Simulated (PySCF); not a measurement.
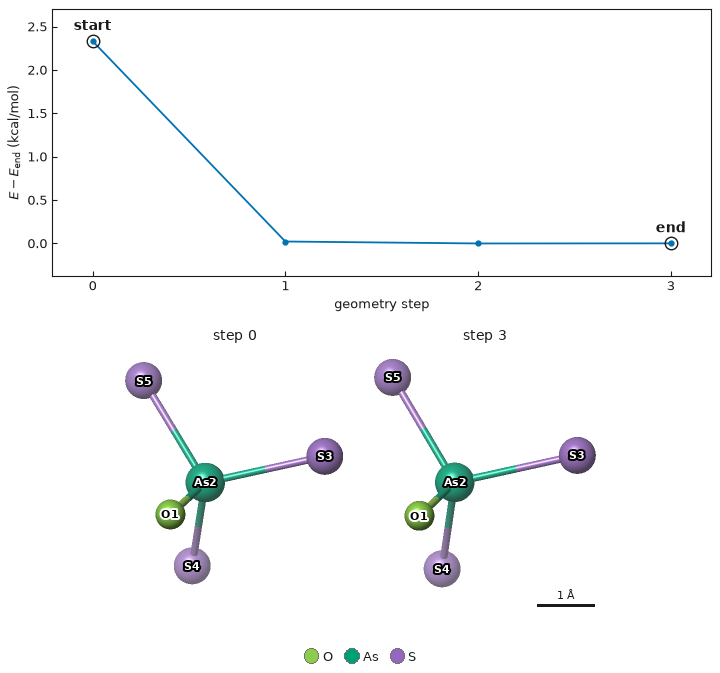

First and last geometry of a relaxation of AsS$_{3}$O (charge −3), with the history of the run. The picture is a ball-and-stick view, seen at a tilt.

The start comes from GFN2-xTB. Its atoms were then displaced at random by about 0.01 Å.

These are results of PySCF, PBE0-D3(BJ)/def2-SVP geometry optimisation, gas phase, not measurements. 

Read the history and describe the run.

Answer. It converged. The energy falls by 2.33 kcal/mol in 3 geometry steps. The largest move after the best rigid fit is that of S4, 0.064 Å. Largest moves by element: S 0.064 Å, O 0.036 Å, As 0.025 Å. Among the contacts that change: As2–S4 2.163 → 2.242 Å, As2–S3 2.191 → 2.244 Å, O1–As2 1.666 → 1.676 Å.

Limits of the set-up: the basis has no diffuse functions, which an anion needs.
